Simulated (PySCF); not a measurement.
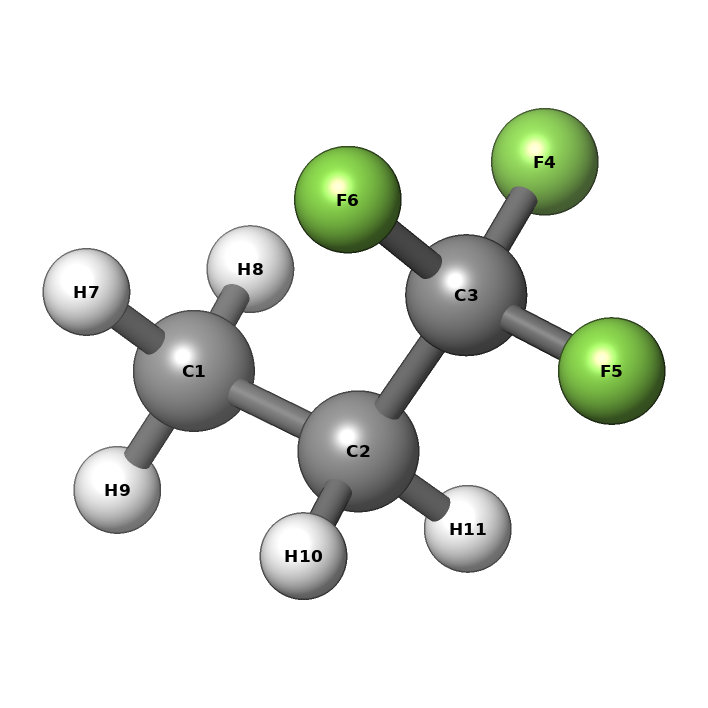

Computed geometry: PBE0-D3(BJ)/def2-SVP optimisation. No frequency run is at hand to confirm it as a minimum. Properties computed with B3LYP/pcJ-1 indirect spin-spin coupling, non-relativistic, gas phase (PySCF 2.14.0). Isotopes: 13C, 19F, 1H.

Give the spin–spin coupling constants of these pairs, with the number of bonds between them: C3/F5, F5/F6, C1/F4, F4/H11, F6/H11.

```csv
pair,bonds apart,J (Hz)
"C3, F5",1,−341.6
"F5, F6",2,64.9
"C1, F4",3,1.3
"F4, H11",3,1.2
"F6, H11",3,26.9
```

Density functionals are unreliable for couplings to fluorine, so those rows may be far off.
